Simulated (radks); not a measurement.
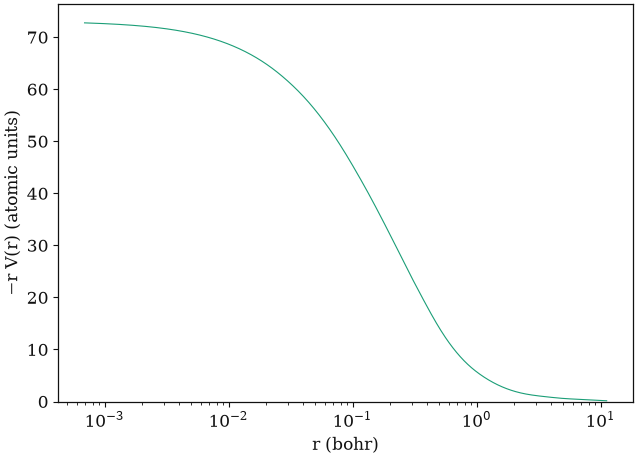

Atomic tantalum (Ta); electrons: [Xe] 4f14 5d4 6s1. All numbers are computed, not measured: scalar-relativistic Kohn-Sham, PBE, spin-unpolarised, spherical densities, point nucleus (the in-house radial solver radks).

The plot shows the screened charge −r V(r) of the Kohn-Sham potential.

What does the plot show?

Answer. Close to the nucleus it reaches 72.8, near the nuclear charge 73. It falls through 36.5, midway between the nuclear and the ionic charge, at r = 0.16 bohr, and stands at 0.15 at the end of the plot (r = 11 bohr); the net charge is 0. The exact potential would level off one unit above the net charge.
